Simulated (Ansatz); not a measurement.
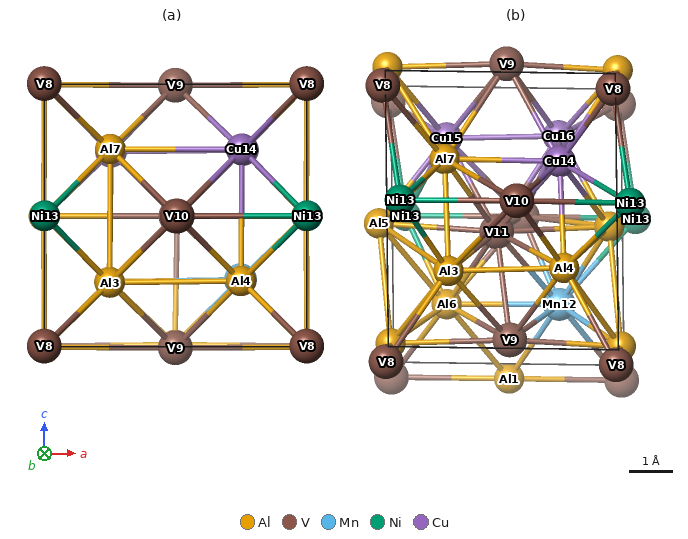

The structure of crystalline MnAl7V4Cu3Ni (a generated structure, set up in P1) (coarse preliminary run) before (left) and after (right) a relaxation, at one scale.

The picture is a ball-and-stick view of the cell of the calculation, seen along the b axis.

Case: elements placed on the bcc lattice with unlike neighbours.

These are results of DFT PBE, scalar-relativistic, plane waves, PAW in Ansatz, not measurements. (plane-wave cutoff 420 eV; k-point mesh 2 × 2 × 2; occupations gaussian; smearing width 0.1 eV; mesh shifted by (0.5, 0.5, 0.5); collinear spin; cell and atoms relaxed; force threshold 0.04 eV/Å; at most 50 steps)

Question: Summarise the run.

Answer: The atom that moves furthest relative to the cell is an Al atom (0.63 Å roughly along [−2 3 −1]). Largest moves by element: Al 0.63 Å, V 0.62 Å, Cu 0.57 Å, Mn 0.45 Å, Ni 0.43 Å. The volume changes by −4.2 %, with a 6.108 → 5.357 Å (−12.3 %), b 6.108 → 6.380 Å (+4.5 %), c 6.108 → 6.437 Å (+5.4 %), α 90.0° → 96.5°, β 90.0° → 91.5°, γ 90.0° → 87.5°. Among the contacts that change: Al–V 4.242 → 2.863 Å, Al–Cu 3.048 → 4.031 Å, V–V 3.044 → 3.999 Å, Al–Cu 3.028 → 3.950 Å. The space group stays P1 (No. 1). Over 16 accepted moves (18 points after the start) the energy falls by 1.861 eV per cell of the calculation. The largest force component goes from 1.1 to 0.025 eV/Å. Pressure: −3.49 GPa at the start and 0.00 GPa at the end. At 2 points the geometry stayed and the basis and grid were re-selected for the new cell (energy shift of 17.3 meV per cell of the calculation at most each time). The program noted that the starting moments weren't kept.

Limits of the set-up: the k-point mesh is coarse for a cell with partly filled bands.
